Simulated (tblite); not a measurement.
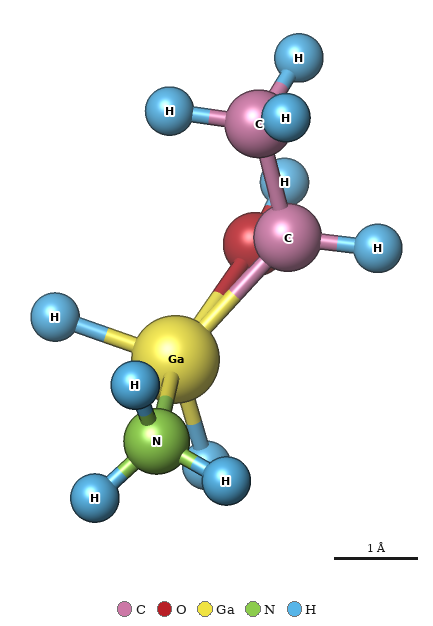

Figure 1. The structure as given in the input (ball-and-stick view, seen at an oblique angle). Sticks mark near contacts.

Frequency calculation, with input and output: C₂H₁₀GaNO

- system: C₂H₁₀GaNO
- method: GFN2-xTB harmonic vibrations, gas phase (tblite 0.8.0)

What the program printed
```
mode    cm-1     km/mol
  1      69.1      8.85
  2      85.2      6.48
  3     108.9      1.33
  4     148.9      3.47
  5     203.2     18.53
  6     247.2     13.33
  7     262.2     56.17
  8     285.8      9.47
  9     349.8     36.79
 10     371.0     75.16
 11     409.5    133.16
 12     440.4    133.02
 13     518.6    134.71
 14     546.2     11.79
 15     612.0    232.22
 16     701.9    386.55
 17     853.2     53.47
 18     969.6     13.04
 19    1033.4     25.43
 20    1049.8     36.94
 21    1130.1     17.97
 22    1204.4    250.49
 23    1255.6     33.45
 24    1303.7      3.35
 25    1398.9      0.93
 26    1488.6      4.06
 27    1493.6     39.20
 28    1495.5     32.83
 29    1497.3      1.46
 30    1711.6    189.61
 31    1765.3    606.39
 32    2841.7    108.51
 33    2936.3     93.52
 34    2979.7     28.68
 35    3014.1     36.77
 36    3366.0     34.38
 37    3389.1      7.77
 38    3391.5      8.57
 39    3435.1     13.67
```

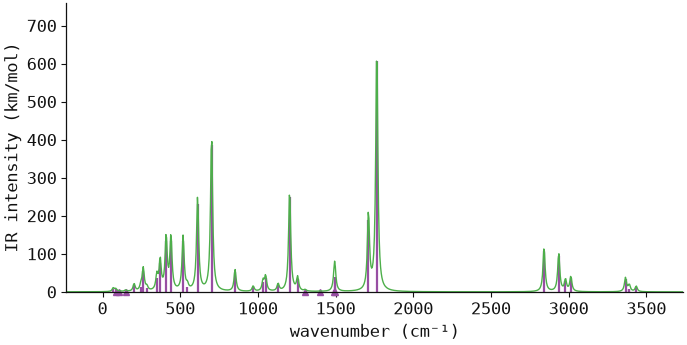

Figure 2. Harmonic infrared spectrum, unscaled: sticks (degenerate modes added up, dark ones marked on the axis) with a Lorentzian envelope of 16 cm⁻¹ full width, scaled to the tallest stick. 39 modes from 69 to 3435 cm⁻¹, none imaginary. The strongest line is at 1765 cm⁻¹ (606 km/mol).

The run was set up as follows.

The input
```
{"job": {"kind": "ir", "xc": "GFN2-xTB", "basis": "xTB"}, "charge": 0, "multiplicity": 1}
C     -1.780774    -0.196494     0.911623
C     -0.952567     0.573578    -0.106558
O     -1.335025     0.157928    -1.474591
Ga     0.716843    -0.199532    -0.906708
N      2.451937     0.029299     0.491801
H     -2.853696    -0.044200     0.757453
H     -1.568927    -1.264344     0.833784
H     -1.529652     0.139703     1.916572
H     -1.184528     1.644573    -0.012271
H     -2.292908     0.209598    -1.593417
H      1.369039     0.552506    -2.080539
H      0.743819    -1.744355    -0.890292
H      2.251190    -0.409434     1.387670
H      3.256146    -0.441136     0.083484
H      2.704689     1.000299     0.660077
```

The first line tells a small driver script what to run in tblite; the rest is the geometry in Å.

Launched with:
```bash
OMP_NUM_THREADS=1 python <driver script> task.json out
```

Key numbers

```json
{"quantity": "outcome", "value": "converged"}
{"quantity": "total energy", "value": "−477.1794 eV"}
{"quantity": "zero-point energy", "value": "71.9990 kcal/mol"}
{"quantity": "hardware", "value": "1 CPU thread, shared host"}
{"quantity": "wall time", "value": "0.97 s"}
{"quantity": "peak memory", "value": "0.18 GiB"}
```
